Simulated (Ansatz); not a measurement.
# La3InB (Pm-3m): following an unstable mode, part 2 of 2

Wanted: the energy along a soft mode of La3InB (Pm-3m) and the structure at the end.

Ansatz 0.2.0; DFT PBEsol, scalar-relativistic, plane waves, PAW; PAW set soft_1.

So far, highest frequency on the path or at a solved wavevector (cm⁻¹): step 2 (phonons on a q mesh) 410. Also lowest frequency on the path (cm⁻¹): step 2 -118.

**6. Relaxation from the frozen mode**

Starting from the lowest point found, all atoms and the cell are let go, so that strain and other modes of the same symmetry can join in.

input.yaml reads:

```yaml
crystal:
  lattice:
    - [5.2472787968, 0.0, 0.0]
    - [0.0, 5.2472787968, 0.0]
    - [0.0, 0.0, 5.2472787968]
  atoms:
    - { symbol: La, position: [0.5013971822, 0.0016119997, 0.4986028178] }
    - { symbol: La, position: [0.5013971822, 0.4986028178, 0.0016119997] }
    - { symbol: La, position: [-0.0016119997, 0.4986028178, 0.4986028178] }
    - { symbol: In, position: [1.98593e-05, -1.98593e-05, -1.98593e-05] }
    - { symbol: B, position: [0.4845960086, 0.5154039914, 0.5154039914] }
kpoints:
  mp_grid: { grid: [8, 8, 8] }
hamiltonian:
  xc: pbesol
  pseudopotentials: { kind: paw, azcp: { folder: soft_1 }, xc_functional: pbe }
scf:
  occupations: { method: methfessel_paxton, width: 0.2 }
output:
  forces: true
  stress: true
  eigenvalues: true
relax:
  adjacent_minimum: "off"
  f_tol: 0.002
  max_steps: 120
  cell: { stress_tol: 0.03 }
```

On the command line:

```bash
> ansatz run input.yaml --threads 4 --pin off --max-ram 10240MiB --backend cpu --events-out ev --progress --plain --runs-dir out
```

Numbers of over 12 decimals in the logs are rounded to 6 here.

What it wrote:

```text
[...]
Crystal: 5 atoms, lattice volume = 144.478 Å³
Basis set: ecut = 420 eV, 2801 PW (Γ), exchange–correlation on 72×72×72 points (8 copies of the dense FFT grid, shifted against one another)
Bands: 30, of which v1, the nominal top of the filled ones, is band 25 counted from 1 (24 counted from 0)
Symmetry: 6 space group operations
[...]
k-points: 65 of 512 (time reversal used)
[...]
SCF iter   1: F=—  HF=-24168.926809 eV  |F-HF|=—  |Δ(HF+E_count)|=         —  Δρ=6.97e-2  dr2=2.85e1  ethr=3.10e-3  ⟨swp⟩=5.0  Hψ=9298  notcnv=0
[...]
SCF iter  10: F=-24163.263393 eV  HF=-24163.263393 eV  |F-HF|=7.28e-12  |Δ(HF+E_count)|=   1.47e-8  S|Δr|=    0.00e0  Δρ=8.36e-7  dr2=1.09e-9  ethr=2.04e-10  ⟨swp⟩=11.1  Hψ=10848  notcnv=0
SCF 1 converged in 10 iterations: F = -24163.263393 eV  dr2 = 1.09e-9
[...]
relax step   1: F+E_penalty+E_count = -24163.26339342 eV  Δ(F+E_penalty+E_count) = +0.000e0 eV  max|allowed force component| = 8.516e-2 eV/Å  Δτ_max = 0.0000 Å  P = -0.052 GPa  Ω = 144.478 Å³  (10 SCF iters, dr2 threshold 1.00e-7 eV, accepted)
Crystal: 5 atoms, lattice volume = 143.783 Å³
[...]
iter 1 solved again at ethr=2.36e-4 eV; its pass at ethr=3.10e-3 eV (dr2=1.16e-1 eV) is discarded
[...]
SCF iter   6: F=-24163.230811 eV  HF=-24163.230811 eV  |F-HF|=1.69e-7  |Δ(HF+E_count)|=   1.31e-6  S|Δr|=    0.00e0  Δρ=1.23e-5  dr2=3.62e-7  ethr=9.25e-10  ⟨swp⟩=9.8  Hψ=12815  notcnv=0
SCF 2 converged in 6 iterations: F = -24163.230811 eV  dr2 = 3.62e-7
relax step   2: F+E_penalty+E_count = -24163.23081064 eV  Δ(F+E_penalty+E_count) = +3.258e-2 eV  max|allowed force component| = 3.777e-1 eV/Å  Δτ_max = 0.0725 Å  P = -0.178 GPa  Ω = 143.783 Å³  energy of the carried Pulay correction = +6.992e-5 eV  (6 SCF iters, dr2 threshold 4.53e-7 eV, rejected (line search))
Crystal: 5 atoms, lattice volume = 144.200 Å³
[...]
SCF iter  10: F=-24163.265277 eV  HF=-24163.265277 eV  |F-HF|=3.64e-12  |Δ(HF+E_count)|=  1.09e-11  S|Δr|=    0.00e0  Δρ=5.01e-8  dr2=3.47e-12  ethr=1.00e-12  ⟨swp⟩=11.1  Hψ=12301  notcnv=0
SCF 3 converged in 10 iterations: F = -24163.265277 eV  dr2 = 3.47e-12
relax step   3: F+E_penalty+E_count = -24163.26527668 eV  Δ(F+E_penalty+E_count) = -1.883e-3 eV  max|allowed force component| = 4.693e-3 eV/Å  Δτ_max = 0.0137 Å  P = -0.025 GPa  Ω = 144.200 Å³  energy of the carried Pulay correction = +2.794e-5 eV  (10 SCF iters, accepted)
[...]
relax step   4: F+E_penalty+E_count = -24163.26531738 eV  Δ(F+E_penalty+E_count) = -4.070e-5 eV  max|allowed force component| = 3.706e-3 eV/Å  Δτ_max = 0.0009 Å  P = -0.008 GPa  Ω = 144.153 Å³  energy of the carried Pulay correction = +3.268e-5 eV  (5 SCF iters, dr2 threshold 5.75e-9 eV, accepted)
[...]
relax step   5: F+E_penalty+E_count = -24163.26534130 eV  Δ(F+E_penalty+E_count) = -2.392e-5 eV  max|allowed force component| = 1.671e-3 eV/Å  Δτ_max = 0.0021 Å  P = +0.002 GPa  Ω = 144.123 Å³  energy of the carried Pulay correction = +3.569e-5 eV  (6 SCF iters, dr2 threshold 8.58e-10 eV, accepted)
[...]
SCF iter   1: F=—  HF=-24163.265296 eV  |F-HF|=—  |Δ(HF+E_count)|=         —  Δρ=2.51e-6  dr2=1.35e-9  ethr=2.07e-7  ⟨swp⟩=6.0  Hψ=15546  notcnv=0
eigensolver tolerance schedule: the retry pair's looser diagonalisation over-reported the residual by 74823.32 of it (diagonalisation noise at an unbounded share of the residual, at the tolerance the schedule requests for it); recorded, not acted on — ethr = c·dr2/N_el stays at c = 1.0e-1
SCF iter   2: F=—  HF=-24163.265311 eV  |F-HF|=—  |Δ(HF+E_count)|=   1.49e-5  S|Δr|=    0.00e0  Δρ=1.30e-6  dr2=3.19e-10  ethr=2.76e-12  ⟨swp⟩=4.0  Hψ=5599  notcnv=0
[...]
SCF iter   4: F=-24163.265311 eV  HF=-24163.265311 eV  |F-HF|=0.00e0  |Δ(HF+E_count)|=  1.09e-11  S|Δr|=    0.00e0  Δρ=5.27e-8  dr2=3.50e-12  ethr=1.00e-12  ⟨swp⟩=7.1  Hψ=9595  notcnv=0
SCF 6 converged in 4 iterations: F = -24163.265311 eV  dr2 = 3.50e-12
relax step   6: F+E_penalty+E_count = -24163.26531095 eV  Δ(F+E_penalty+E_count) = +3.035e-5 eV  max|allowed force component| = 1.678e-3 eV/Å  Δτ_max = 0.0000 Å  P = +0.002 GPa  Ω = 144.123 Å³  stress off target by 3.50e-3 GPa  SCF on the basis re-selected at this cell (its energy is not comparable with the rows above)  (4 SCF iters)
basis re-selected at this cell: Δ(F+E_penalty+E_count) = +3.035e-5 eV, ΔP = -0.000 GPa vs the last step (what re-selecting the basis moved, of the pressure what is left beyond the Pulay correction that the steps carried, after the strain that the cell walked since its last selection, with what the two solves' SCF thresholds leave and, on support functions, any second-order correction that the steps lacked; it is no m [...]
SCF converged after 4 iterations
[...]
Free energy (F): -24163.265311 eV
[...]
Internal energy: -24163.268226 eV  (E = F + TS)
E sigma→0 (E₀):  -24163.266040 eV
Entropy (-TS):   0.002915 eV (0.583 meV/atom)
Fermi energy:    10.145411 eV
[...]
--- Forces (eV/Å), atoms counted from 1 ---
  atom   1  La     0.00095360    -0.00118122    -0.00095360
  atom   2  La     0.00095360    -0.00095360    -0.00118122
  atom   3  La     0.00118122    -0.00095360    -0.00095360
  atom   4  In    -0.00141044     0.00141044     0.00141044
  atom   5  B     -0.00167768     0.00167768     0.00167768
  max |Σ_I F_I| component: 3.01e-7 eV/Å
--- Stress (GPa, compression-positive) ---
        0.002199       0.001306       0.001306
        0.001306       0.002199      -0.001306
        0.001306      -0.001306       0.002199
  P = ⅓ Tr σ = 0.0022 GPa (0.022 kbar)
--- Band table (eV; the first three rows and the last of 65) ---
  k-point 0: bands = [... 21 lower, 9.7567, 9.7667, 9.7667, 11.1222, 11.1222, 11.1763, 11.2850, 11.2850, ... 1 higher]
  k-point 1: bands = [... 21 lower, 9.7740, 9.7984, 9.8983, 10.8252, 11.0278, 11.0637, 11.1528, 11.3415, ... 1 higher]
  k-point 2: bands = [... 21 lower, 9.8033, 9.8641, 10.0830, 10.2800, 10.7939, 10.8370, 11.2140, 11.5629, ... 1 higher]
  k-point 64: bands = [... 21 lower, 7.7591, 10.5958, 10.6084, 10.6084, 11.7970, 11.8034, 11.8034, 11.9306, ... 1 higher]
--- Relaxed structure (5 steps of the walk, 4 accepted, 1 SCFs on fresh bases) ---
  F+E_penalty+E_count = -24163.26531095 eV   max|allowed force component| = 1.678e-3 eV/Å   (the final SCF, on the basis selected at the relaxed cell)
  cell:  # Å, volume = 144.1229 Å³
    - [5.242980, -0.00599057, -0.00599057]
    - [-0.00599057, 5.242980, 0.00599057]
    - [-0.00599057, 0.00599057, 5.242980]
  atoms:
    - { symbol: La, position: [0.502672, 0.00352201, 0.497328] }
    - { symbol: La, position: [0.502672, 0.497328, 0.00352201] }
    - { symbol: La, position: [-0.00352201, 0.497328, 0.497328] }
    - { symbol: In, position: [0.000336963, -0.000336963, -0.000336963] }
    - { symbol: B, position: [0.483640, 0.516360, 0.516360] }
```

Run time: 32 s. Hardware: 4 threads of AMD EPYC 9B14 (Zen 4), shared host; peak memory 0.65 GiB.

Step by step:

| step | energy less that of the first step (eV) | largest force component (eV/Å) | pressure (GPa) | volume (Å³) |
| --- | --- | --- | --- | --- |
| 1 | 0.0000 | 0.0852 | -0.05 | 144.48 |
| 2 | 0.0326 | 0.3777 | -0.18 | 143.78 |
| 3 | -0.0019 | 0.0047 | -0.02 | 144.20 |
| 4 | -0.0019 | 0.0037 | -0.01 | 144.15 |
| 5 | -0.0019 | 0.0017 | 0.00 | 144.12 |
| 6* | -0.0019 | 0.0017 | 0.00 | 144.12 |

Relaxation steps marked * repeat the geometry before them on a plane-wave basis chosen anew for their cell, so energy and pressure can jump there. Relaxation step 2 was tried and not accepted.

The run keeps the 6 symmetry operations that it works with, so distortions that break them were not tested.

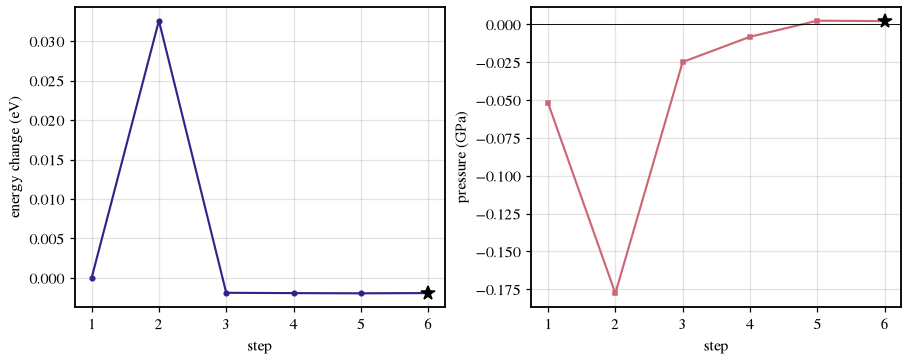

Energy and pressure along the relaxation. Stars mark steps on a basis chosen anew.

| conventional cell, symmetrised | before | after | change |
| --- | --- | --- | --- |
| a (Å) | 7.421 | 7.406 | -0.2 % |
| b (Å) | 7.421 | 7.406 | -0.2 % |
| c (Å) | 9.089 | 9.102 | +0.1 % |
| volume (Å³/atom) | 28.90 | 28.82 | -0.2 % |

The atoms that moved most (Å, as changes of fractional coordinates times the final cell):

| atom | dx | dy | dz | length |
| --- | --- | --- | --- | --- |
| La1 | 0.007 | 0.010 | -0.007 | 0.014 |
| La2 | 0.007 | -0.007 | 0.010 | 0.014 |
| La3 | -0.010 | -0.007 | -0.007 | 0.014 |
| B5 | -0.005 | 0.005 | 0.005 | 0.009 |

This step gave:

```yaml
pressure: 0.002199 GPa
volume_per_atom: 28.82 Å³
```

The distorted start has space group R3m; the relaxation ends in R3m.

**7. The new phase in its own primitive cell**

The relaxed structure is symmetrised, reduced to its primitive cell and relaxed tightly, as its phonons need.

input.yaml, the sections that differ from step 6:

```yaml
crystal:
  lattice:
    - [3.7031105929, 2.1379918976, 3.0339531086]
    - [-3.7031105929, 2.1379918976, 3.0339531086]
    - [0.0, -4.2759837953, 3.0339531086]
  atoms:
    - { symbol: La, position: [0.9964779863, 0.5026715884, 0.5026715884] }
    - { symbol: La, position: [0.5026715884, 0.9964779863, 0.5026715884] }
    - { symbol: La, position: [0.5026715884, 0.5026715884, 0.9964779863] }
    - { symbol: In, position: [0.0003369631, 0.0003369631, 0.0003369631] }
    - { symbol: B, position: [0.4836401065, 0.4836401065, 0.4836401065] }
kpoints:
  mp_grid: { grid: [9, 9, 9] }
relax:
  adjacent_minimum: "off"
  f_tol: 0.001
  max_steps: 60
  cell: { stress_tol: 0.01 }
# hamiltonian, scf, output: as in step 6
```

What it wrote:

```text
[...]
Crystal: 5 atoms, lattice volume = 144.123 Å³
Basis set: ecut = 420 eV, 2813 PW (Γ), exchange–correlation on 72×72×72 points (8 copies of the dense FFT grid, shifted against one another)
Bands: 30, of which v1, the nominal top of the filled ones, is band 25 counted from 1 (24 counted from 0)
Symmetry: 6 space group operations
[...]
k-points: 85 of 729 (time reversal used)
[...]
cell:  # Å, volume = 144.1191 Å³
    - [3.703685, 2.138324, 3.032931]
    - [-3.703685, 2.138324, 3.032931]
    - [0, -4.276648, 3.032931]
  atoms:
    - { symbol: La, position: [0.996622, 0.502746, 0.502746] }
    - { symbol: La, position: [0.502746, 0.996622, 0.502746] }
    - { symbol: La, position: [0.502746, 0.502746, 0.996622] }
    - { symbol: In, position: [0.000247763, 0.000247763, 0.000247763] }
    - { symbol: B, position: [0.483437, 0.483437, 0.483437] }
[key lines of the parts left out:]
SCF converged after 5 iterations
Free energy (F): -24163.268760 eV
Fermi energy:    10.144652 eV
P = ⅓ Tr σ = 0.0001 GPa (0.001 kbar)
```

Run time: 47 s. Hardware: 4 threads; peak memory 0.7 GiB.

Little changed from the start: no atom moved by 0.005 Å and no cell edge by 0.1 %.

This step gave:

```
pressure : 8.97e-5 GPa
```

The largest force component left is 0.58 meV/Å and the pressure is 0.000 GPa, within the tolerances set. The cell now holds 28.82 Å³/atom.

**8. Modes of the new phase, k-mesh 9×9×9**

A relaxed structure may still be a saddle point, so its zone-centre modes are computed. No field response is asked, since the mesh shows no gap.

input.yaml, the sections that differ from step 7:

```yaml
crystal:
  lattice:
    - [3.7036854363, 2.1383237836, 3.0329314938]
    - [-3.7036854363, 2.1383237836, 3.0329314938]
    - [0.0, -4.2766475673, 3.0329314937]
  atoms:
    - { symbol: La, position: [0.9966218502, 0.5027458833, 0.5027458833] }
    - { symbol: La, position: [0.5027458833, 0.9966218502, 0.5027458833] }
    - { symbol: La, position: [0.5027458833, 0.5027458833, 0.9966218502] }
    - { symbol: In, position: [0.000247763, 0.000247763, 0.000247763] }
    - { symbol: B, position: [0.483436853, 0.483436853, 0.483436853] }
output:
  eigenvalues: true
phonons:
  method: dfpt
# kpoints, hamiltonian, scf: as in step 7
# relax: removed
```

What it wrote:

```text
[...]
Crystal: 5 atoms, lattice volume = 144.119 Å³
Basis set: ecut = 420 eV, 2813 PW (Γ), exchange–correlation on 72×72×72 points (8 copies of the dense FFT grid, shifted against one another)
Bands: 30, of which v1, the nominal top of the filled ones, is band 25 counted from 1 (24 counted from 0)
Symmetry: 6 space group operations
k-points: 365 of 729 (irreducible under 1 space group operation, time reversal used)
[...]
SCF iter   1: F=—  HF=-24168.911746 eV  |F-HF|=—  |Δ(HF+E_count)|=         —  Δρ=6.99e-2  dr2=2.86e1  ethr=3.10e-3  ⟨swp⟩=4.8  Hψ=51911  notcnv=0
[...]
SCF iter  12: F=-24163.268760 eV  HF=-24163.268760 eV  |F-HF|=1.46e-11  |Δ(HF+E_count)|=  1.46e-11  S|Δr|=    0.00e0  Δρ=6.20e-8  dr2=6.18e-12  ethr=1.00e-12  ⟨swp⟩=17.2  Hψ=79761  notcnv=0
SCF 1 converged in 12 iterations: F = -24163.268760 eV  dr2 = 6.18e-12
[...]
DFPT response loops at Γ: preconditioner auto → Kerker (q_TF=auto, 2.279 Å⁻¹) (partly filled bands, converged f_vac=0.000); β = 1.00, the filter's whole step (`scf.mixing.beta` (0.50) is not read by the response loops under this deck's `scf.mixing.preconditioner`; to damp them name `kerker` or `kerker_dos`, under which they read `scf.mixing.beta`, and type it under 1.00, their step now; both keys bind the ground state too); Broyden in place of MSR1
SCF converged after 12 iterations
[...]
Free energy (F): -24163.268760 eV
[...]
Internal energy: -24163.275852 eV  (E = F + TS)
E sigma→0 (E₀):  -24163.270533 eV
Entropy (-TS):   0.007092 eV (1.418 meV/atom)
Fermi energy:    10.144652 eV
[...]
--- Band table (eV; the first three rows and the last of 365) ---
  k-point 0: bands = [... 21 lower, 9.7541, 9.7658, 9.7658, 11.1145, 11.1145, 11.1720, 11.2852, 11.2852, ... 6 higher]
  k-point 1: bands = [... 21 lower, 9.7667, 9.7871, 9.8716, 10.8814, 11.0434, 11.0815, 11.1686, 11.3240, ... 6 higher]
  k-point 2: bands = [... 21 lower, 9.7929, 9.8481, 10.1788, 10.2431, 10.8429, 10.8839, 11.1714, 11.4974, ... 6 higher]
  k-point 364: bands = [... 21 lower, 9.5682, 9.9101, 9.9193, 10.1600, 10.6830, 11.0388, 11.6484, 11.8828, ... 6 higher]
--- Phonons (Γ-DFPT): 6 representative perturbations + reference, on 365 of 729 k-points (Σ response iterations 20) ---
  k mesh reduced under 1 symmetry operation, with k and −k counted as one. Each operation leaves every solved perturbation unchanged. A smaller set is not used because it would not reduce the number of displacements times k-points to solve
  ASR residual: 5.420e-5 → 0.000e0 eV/Å²; symmetrization residual: 5.208e-6 eV/Å²
  ASR residual per site (eV/Å²): 1.30e-5 1.30e-5 1.52e-5 2.31e-5 5.42e-5
[...]
non-analytic LO–TO correction: not included (Born effective charges unavailable; polar crystals: no LO–TO splitting at Γ)
```

It took 4.4 min on 4 threads; peak memory 6.6 GiB.

This step gave:

| Item | Value |
| --- | --- |
| sum-rule residual before enforcement | 5.42e-5 eV/Å² |
| point group | 3m |
| highest optical mode at the zone centre (no LO-TO term) | 266.2 cm⁻¹ |
| lowest optical zone-centre mode | -50.22 cm⁻¹ |

Patterns of degenerate modes are one choice out of their space. The modes at Γ (shares of kinetic energy by element, %) (negative means imaginary):

| mode | frequency (cm⁻¹) | symmetry | La % | In % | B % |
| --- | --- | --- | --- | --- | --- |
| 1 | -50.2 | A2 | 100 | 0 | 0 |
| 2 | -38.9 | E | 97 | 0 | 3 |
| 3 | -38.9 | E | 97 | 0 | 3 |
| 4 | 0.0 | acoustic | 77 | 21 | 2 |
| 5 | 0.0 | acoustic | 77 | 21 | 2 |
| 6 | 0.0 | acoustic | 77 | 21 | 2 |
| 7 | 50.4 | E | 65 | 0 | 35 |
| 8 | 50.4 | E | 65 | 0 | 35 |
| 9 | 67.4 | E | 20 | 79 | 1 |
| 10 | 67.4 | E | 20 | 79 | 1 |
| 11 | 67.6 | A1 | 21 | 79 | 1 |
| 12 | 102.8 | A1 | 89 | 0 | 11 |
| 13 | 198.0 | E | 41 | 0 | 59 |
| 14 | 198.0 | E | 41 | 0 | 59 |
| 15 | 266.2 | A1 | 13 | 0 | 87 |

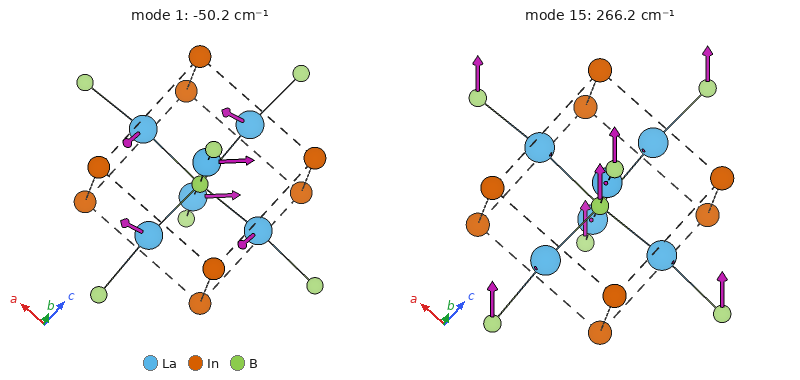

Displacement patterns of modes 1 and 15 at Γ; arrows are exaggerated. Some periodic images of atoms are drawn too.

Before it was imposed, the acoustic sum rule was missed by 5.4e-5 eV/Å². Small misses are needed for a sound result but don't prove that mesh and cutoff are converged. The lowest optical mode is imaginary, 50.2i cm⁻¹, so the energy falls along it.

**9. Summary of results**

```yaml
unstable_mode_of_the_parent: q = (0, 0, 0), 118i cm⁻¹
depth_at_the_lowest_point_sampled: 0.969 meV/atom
largest_atomic_shift_at_that_point: 0.14 Å
space_group_reached_within_0p01_a: R3m
energy_gained_over_the_parent_first_relaxation_on_the_mesh_of_the_frozen_mode: 1.38 meV/atom
volume_per_atom_phase_reached: 28.8 Å³
lowest_optical_zone_centre_mode_phase_reached: -50.2 cm⁻¹
highest_optical_mode_at_the_zone_centre_no_lo_to_term_phase_reached: 266 cm⁻¹
```

What this shows: Along this mode the structure falls into R3m, 1.38 meV/atom below the parent. At the parent's cell the well is 0.969 meV/atom deep on the steps tried, with its lowest point at a shift of 0.14 Å. Relaxing atoms and cell changes the gain by +0.42 meV/atom against the lowest step (energies at zero smearing). The new phase still has an imaginary mode at the zone centre of its cell, so it is a saddle point on the way to a lower structure. How so shallow a well moves with the k mesh was not tested. Of the 6 patterns followed to their end from this parent, this one ends 12.7 meV/atom above the lowest, P-4m2. Another end point lies within 1 meV/atom; how such a difference moves with mesh and cutoff was not tested. Each path keeps the symmetry of its pattern, so a lower phase may lie along a pattern not tried. With no gap, or one that is small against the smearing, the frequencies hang on the k mesh and the smearing, most of all near Kohn anomalies. The phonon runs are without spin polarisation, although the cell has an odd electron count. Spin-orbit coupling is left out, which can matter for the heavy elements here. The PAW files were made for PBE and serve the other functionals too.

[Logs are printed without paths, hosts, clocks, repeated set-up lines and the standing remarks that a program may print on its own settings, such as how far it seeks lower states.]

[Hosts, paths, dates, database ids (printed as entryN), source tags and the programs' standing remarks are cut or masked in the printed files.]
